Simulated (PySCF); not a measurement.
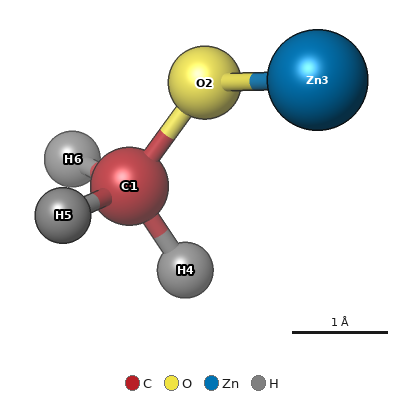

The structure (ball-and-stick view, seen at a tilt; atoms are numbered from 1 in the order of the input). Sticks mark near contacts. Bond lengths as drawn: C–H 1.10 Å, C–O 1.40 Å and O–Zn 1.83 Å.

## Run report: CH$_{3}$OZn, excited-state calculation

The run: excited-state calculation of CH$_{3}$OZn, multiplicity 2. Method and program: TDA (PBE0)/ANO-RCC-VDZP, UKS, sfX2C (PySCF 2.14.0).

The geometry comes from this level: PBE0-D4/def2-TZVP.

### Log
```
PySCF version 2.14.0

[INPUT] num. atoms = 6
[INPUT] num. electrons = 47
[INPUT] charge = 0
[INPUT] spin (= nelec alpha-beta = 2S) = 1
[INPUT] symmetry False subgroup None
[INPUT] Mole.unit = angstrom
[INPUT] Symbol           X                Y                Z      unit          X                Y                Z       unit  Magmom
[INPUT]  1 C      0.394500000000  -0.135200000000   0.283000000000 AA    0.745496956141  -0.255490972041   0.534792493252 Bohr   0.0
[INPUT]  2 O     -0.790500000000   0.565500000000   0.043700000000 AA   -1.493828501469   1.068640123442   0.082581031643 Bohr   0.0
[INPUT]  3 Zn    -1.774400000000   0.487500000000  -1.495600000000 AA   -3.353130035428   0.921241485725  -2.826274391900 Bohr   0.0
[INPUT]  4 H      0.266400000000  -1.226200000000   0.243300000000 AA    0.503423039584  -2.317182173942   0.459770366107 Bohr   0.0
[INPUT]  5 H      1.201600000000   0.132000000000  -0.413700000000 AA    2.270694911277   0.249443848443  -0.781779697733 Bohr   0.0
[INPUT]  6 H      0.744500000000   0.112300000000   1.293100000000 AA    1.406901099739   0.212216243789   2.443604851675 Bohr   0.0

nuclear repulsion = 150.664763791778
number of shells = 16
number of NR pGTOs = 340
number of NR cGTOs = 77
basis = ano-rcc-vdzp
ecp = {}

******** <class 'pyscf.x2c.sfx2c1e.sfX2C1eUKS'> ********
method = sfX2C1eUKS
initial guess = minao
damping factor = 0
level_shift factor = 0
DIIS = <class 'pyscf.scf.diis.CDIIS'>
diis_start_cycle = 1
diis_space = 8
diis_damp = 0
SCF conv_tol = 1e-10
SCF conv_tol_grad = None
SCF max_cycles = 50
direct_scf = True
direct_scf_tol = 1e-13
number electrons alpha = 24  beta = 23
XC library pyscf.dft.libxc version 7.0.0
    S. Lehtola, C. Steigemann, M. J.T. Oliveira, and M. A.L. Marques.,  SoftwareX 7, 1–5 (2018)
XC functionals = pbe0
radial grids:
    Treutler-Ahlrichs [JCP 102, 346 (1995); DOI:10.1063/1.469408] (M4) radial grids

becke partition: Becke, JCP 88, 2547 (1988); DOI:10.1063/1.454033
pruning grids: <function nwchem_prune>
grids dens level: 4
symmetrized grids: False
atomic radii adjust function: <function treutler_atomic_radii_adjust>
small_rho_cutoff = 0

******** <class 'pyscf.x2c.sfx2c1e.SpinFreeX2CHelper'> ********
approx = 1e
xuncontract = 1
Set gradient conv threshold to 1e-05
tot grids = 134376
init E= -1910.8917216012
  alpha nocc = 24  HOMO = -0.183342743895108  LUMO = -0.0127037548403059
  beta  nocc = 23  HOMO = -0.347352061659119  LUMO = -0.183342743895106

WARN: HOMO -0.183342743895108 >= LUMO -0.183342743895106

cycle= 1 E= -1910.58903561721  delta_E= 0.303  |g|=  0.6  |ddm|= 2.33
  alpha nocc = 24  HOMO = -0.0776308215443404  LUMO = 0.0123194592540488
  beta  nocc = 23  HOMO = -0.0635036748383477  LUMO = -0.0495351005000755
  HOMO = -0.0635036748383  LUMO = -0.0495351005001  gap/eV = 0.38010
cycle= 2 E= -1908.83581270184  delta_E= 1.75  |g|= 1.96  |ddm|= 2.37
  alpha nocc = 24  HOMO = -0.211807923446981  LUMO = 0.00692553815601471
  beta  nocc = 23  HOMO = -0.273024184554038  LUMO = -0.117065365597463
  HOMO = -0.211807923447  LUMO = -0.117065365597  gap/eV = 2.57808
cycle= 3 E= -1910.73345609695  delta_E= -1.9  |g|= 0.139  |ddm|= 2.08
  alpha nocc = 24  HOMO = -0.218518780065087  LUMO = 0.00526213144462151
  beta  nocc = 23  HOMO = -0.242166466634361  LUMO = -0.114458219527493
  HOMO = -0.218518780065  LUMO = -0.114458219527  gap/eV = 2.83163
cycle= 4 E= -1910.73498135106  delta_E= -0.00153  |g|= 0.145  |ddm|= 0.267
  alpha nocc = 24  HOMO = -0.226979085799866  LUMO = 0.00259892002633588
  beta  nocc = 23  HOMO = -0.255578466143604  LUMO = -0.117322888409472
  HOMO = -0.2269790858  LUMO = -0.117322888409  gap/eV = 2.98390
cycle= 5 E= -1910.73953994171  delta_E= -0.00456  |g|= 0.0183  |ddm|= 0.0759
  alpha nocc = 24  HOMO = -0.224852895220823  LUMO = 0.0036389235339831
  beta  nocc = 23  HOMO = -0.257900896415974  LUMO = -0.113192328817911
  HOMO = -0.224852895221  LUMO = -0.113192328818  gap/eV = 3.03844
cycle= 6 E= -1910.73967233516  delta_E= -0.000132  |g|= 0.00928  |ddm|= 0.023
  alpha nocc = 24  HOMO = -0.22493918401723  LUMO = 0.00361894644533756
  beta  nocc = 23  HOMO = -0.258991688046067  LUMO = -0.112634425950034
  HOMO = -0.224939184017  LUMO = -0.11263442595  gap/eV = 3.05597
cycle= 7 E= -1910.73971172148  delta_E= -3.94e-05  |g|= 0.00386  |ddm|= 0.011
  alpha nocc = 24  HOMO = -0.22518994660956  LUMO = 0.00346788473297899
  beta  nocc = 23  HOMO = -0.259870398142356  LUMO = -0.112503606261378
  HOMO = -0.22518994661  LUMO = -0.112503606261  gap/eV = 3.06635
cycle= 8 E= -1910.73972314171  delta_E= -1.14e-05  |g|= 0.000805  |ddm|= 0.00765
  alpha nocc = 24  HOMO = -0.225237892864214  LUMO = 0.0034549138246911
  beta  nocc = 23  HOMO = -0.259780991515139  LUMO = -0.112462179141963
  HOMO = -0.225237892864  LUMO = -0.112462179142  gap/eV = 3.06878
cycle= 9 E= -1910.73972423358  delta_E= -1.09e-06  |g|= 0.000309  |ddm|= 0.00327
  alpha nocc = 24  HOMO = -0.22522000534611  LUMO = 0.00345123046522477
  beta  nocc = 23  HOMO = -0.25978699909403  LUMO = -0.112434234711195
  HOMO = -0.225220005346  LUMO = -0.112434234711  gap/eV = 3.06906
cycle= 10 E= -1910.73972439997  delta_E= -1.66e-07  |g|= 0.000112  |ddm|= 0.00155
  alpha nocc = 24  HOMO = -0.225214536005911  LUMO = 0.00345209561025062
  beta  nocc = 23  HOMO = -0.259803998118041  LUMO = -0.112430693390817
  HOMO = -0.225214536006  LUMO = -0.112430693391  gap/eV = 3.06900
cycle= 11 E= -1910.739724411  delta_E= -1.1e-08  |g|= 2.44e-05  |ddm|= 0.000333
  alpha nocc = 24  HOMO = -0.225211316605286  LUMO = 0.00345117558740338
  beta  nocc = 23  HOMO = -0.259807753482382  LUMO = -0.112433549060411
  HOMO = -0.225211316605  LUMO = -0.11243354906  gap/eV = 3.06884
cycle= 12 E= -1910.73972441175  delta_E= -7.49e-10  |g|= 6.64e-06  |ddm|= 0.000101
  alpha nocc = 24  HOMO = -0.225210599492179  LUMO = 0.00345155974767675
  beta  nocc = 23  HOMO = -0.259806810304943  LUMO = -0.112433391556004
  HOMO = -0.225210599492  LUMO = -0.112433391556  gap/eV = 3.06882
cycle= 13 E= -1910.73972441177  delta_E= -2.09e-11  |g|= 2.12e-06  |ddm|= 9.88e-06
  alpha nocc = 24  HOMO = -0.225210605806414  LUMO = 0.0034515660653005
  beta  nocc = 23  HOMO = -0.259806815892978  LUMO = -0.112433376599695
  HOMO = -0.225210605806  LUMO = -0.1124333766  gap/eV = 3.06882
```

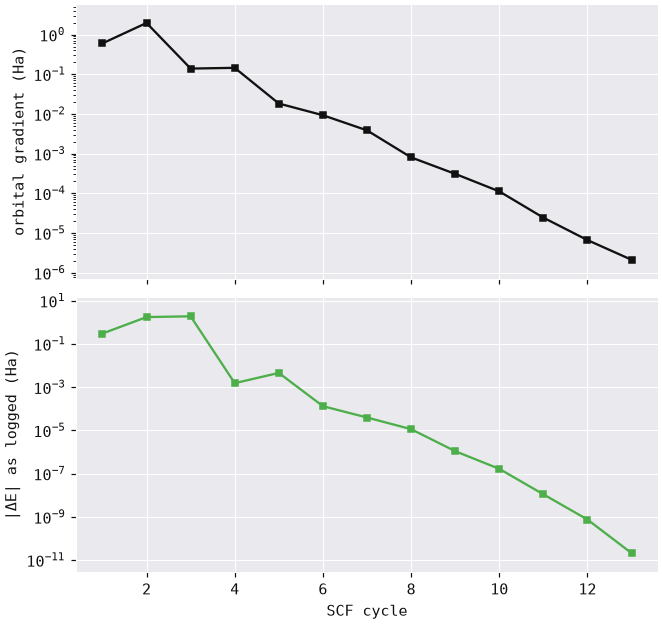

Convergence of the self-consistent field: orbital gradient and size of the energy change against the SCF cycle. The residual comes down, with one marked jump up, by a factor of about 3, at step 2.

```
Extra cycle  E= -1910.73972441178  delta_E= -2.73e-12  |g|= 2.4e-06  |ddm|= 3.16e-06
converged SCF energy = -1910.73972441178  <S^2> = 0.75395367  2S+1 = 2.0039498
total energy: -1910.73972441 hartree

******** <class 'pyscf.tdscf.uks.TDA'> for <class 'pyscf.x2c.sfx2c1e.sfX2C1eUKS'> ********
nstates = 3
deg_eia_thresh = 1.000e-03
wfnsym = None
conv_tol = 1e-05
eigh lindep = 1e-12
eigh level_shift = 0
eigh max_cycle = 100

Excitation energies (eV)
[2.19221668 2.99784551 4.12192054]

** Excitation energies and oscillator strengths **
      23b ->   24b      0.99107
      23a ->   26a      0.14592
      22b ->   24b      0.96559
      24a ->   25a     -0.97850
      22b ->   25b      0.13555

** Transition electric dipole moments (AU) **
state          X           Y           Z        Dip. S.      Osc.
  1         0.0668      0.0969     -0.0487      0.0162      0.0009
  2         0.5164      0.0203      0.7677      0.8564      0.0629
  3         0.7456     -0.7084     -0.3875      1.2080      0.1220

** Transition velocity dipole moments (imaginary part, AU) **
state          X           Y           Z        Dip. S.      Osc.
  1         0.0020      0.0029     -0.0013      0.0000      0.0001
  2         0.0214     -0.0214     -0.0136      0.0011      0.0067
  3         0.0303     -0.0301     -0.0186      0.0022      0.0095

** Transition magnetic dipole moments (imaginary part, AU) **
state          X           Y           Z
  1        -0.1090      0.0623     -0.0260
  2        -0.1141     -0.1644      0.0810
  3         0.3396      0.4905     -0.2423
state   eV      nm      f
  1    2.1922    565.6   0.00087
  2    2.9978    413.6   0.06290
  3    4.1219    300.8   0.12199
```

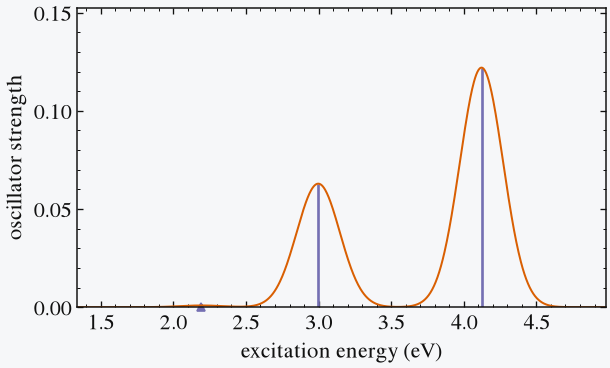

Computed excitations as sticks (degenerate states added up, dark ones marked on the axis), with a Gaussian envelope of 0.35 eV full width at half maximum, scaled to the tallest. Of the 3 states the lowest lies at 2.19 eV (f = 0.001); the strongest line is at 4.12 eV, or 301 nm (f = 0.122).

This output came from the following input.

### Input (calc.py)
```python
from pyscf import gto, dft, tdscf

mol = gto.M(
    atom='geometry.xyz',
    max_memory=1860,
    spin=1,
    verbose=4,
    basis='ano-rcc-vdzp',
)

mf = dft.UKS(mol, xc='pbe0')
mf = mf.x2c()
mf.conv_tol = 1e-10
mf.grids.level = 4
mf.kernel()
if not mf.converged:
    mf = mf.newton().run(mf.mo_coeff, mf.mo_occ)

energy = mf.e_tot
print(f'total energy: {energy:.8f} hartree')

td = tdscf.TDA(mf)
td.nstates = 3
td.kernel()
td.analyze()
roots = td.e * 27.211386
osc = td.oscillator_strength()
print('state   eV      nm      f')
for i, (w, f) in enumerate(zip(roots, osc), 1):
    print('%3d %9.4f %8.1f %9.5f' % (i, w, 1239.842 / w, f))
```

### File geometry.xyz
```
6
CH3OZn
C      0.394500    -0.135200     0.283000
O     -0.790500     0.565500     0.043700
Zn    -1.774400     0.487500    -1.495600
H      0.266400    -1.226200     0.243300
H      1.201600     0.132000    -0.413700
H      0.744500     0.112300     1.293100
```

Command:
```bash
OMP_NUM_THREADS=1 python calc.py
```

### Key numbers

| quantity | value |
| --- | --- |
| outcome | converged |
| total energy | −1910.739724 hartree |
| basis functions | 77 |
| ⟨S²⟩ | 0.754 |
| dipole moment | 1.61 D |
| lowest excitation | 2.19 eV |
| hardware | 1 thread of Arm Neoverse V1, 24 GiB of memory available, shared host |
| wall time | 2.5 min |
| peak memory | 0.53 GiB |

### Notes

The record of the run, not the program, notes: logged alpha LUMO and gap are faulty.
